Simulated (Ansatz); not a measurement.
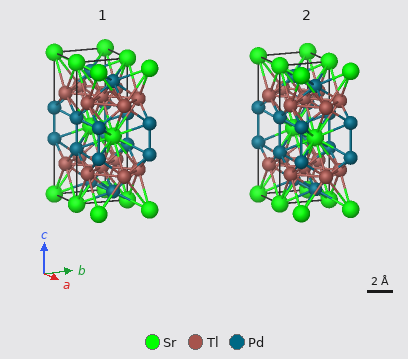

Two geometries of a crystal of SrTl2Pd2 (built on the ThCr2Si2 type) (coarse preliminary run), drawn at one scale. One is the start of a relaxation, the other its converged end. The picture is a ball-and-stick view of the conventional cell (2 times the calculation's cell), repeated 2 × 1 × 1 with one cell outlined, seen slightly off an axis. Lengths and directions refer to the drawn axes.

All numbers below come from Ansatz, DFT PBE, scalar-relativistic, plane waves, PAW. Settings: plane-wave cutoff 420 eV; k-point mesh 6 × 6 × 6; occupations gaussian; smearing width 0.1 eV; no spin polarisation; cell and atoms relaxed; force threshold 0.04 eV/Å; at most 70 steps.

> Which of the two is the end point?

Structure 1 is the relaxed one. Case: ThCr2Si2 type (I4/mmm, No. 139). The largest moves relative to the cell, 0.19 Å, are those of Pd atoms. Sr and Tl stay in place. The volume changes by +9.2 %, with a = b 4.466 → 4.609 Å (+3.2 %), c 11.718 → 12.015 Å (+2.5 %). Near-neighbour distances that change, for instance: Pd–Pd 2.953 → 2.642 Å, Pd–Tl 2.664 → 2.854 Å, Sr–Tl 3.683 → 3.786 Å, Tl–Tl 3.158 → 3.259 Å. The space group stays I4/mmm (No. 139). Over 4 accepted moves (5 points after the start) the energy falls by 124 meV per atom. Largest force component: 2 eV/Å at the start, 0.029 eV/Å at the end. Pressure: 8.76 GPa at the start and 0.04 GPa at the end. The SCF was repeated once at an unchanged geometry on a basis and grid sized afresh for the cell, which shifted the energy by 0.5 meV per atom at most.
